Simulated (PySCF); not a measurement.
C2H6Se2, SMILES [SeH]CC[SeH] at its PBE0/def2-SVP optimised geometry (Å):

```
10

Se     2.3752    -0.6862     0.0000
C      0.4125    -0.6862     0.0000
C     -0.1830     0.7039     0.0000
Se    -2.1394     0.7066    -0.1567
H      2.5029    -0.1510     1.3651
H      0.1351    -1.2340    -0.9126
H      0.0644    -1.2821     0.8557
H      0.1655     1.2821    -0.8683
H      0.0949     1.2697     0.9006
H     -2.3752     0.1255     1.1749
```

Calculation: PBE0/def2-TZVP (PySCF 2.14.0).

Map of the electrostatic potential (hartree/e), clipped to [-0.08, 0.12] on the plane z = 0.6 Å:

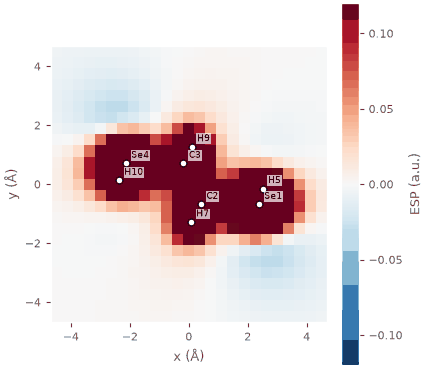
Fig. 1. Electrostatic potential (hartree/e), clipped to [-0.08, 0.12] on the plane z = 0.6 Å.
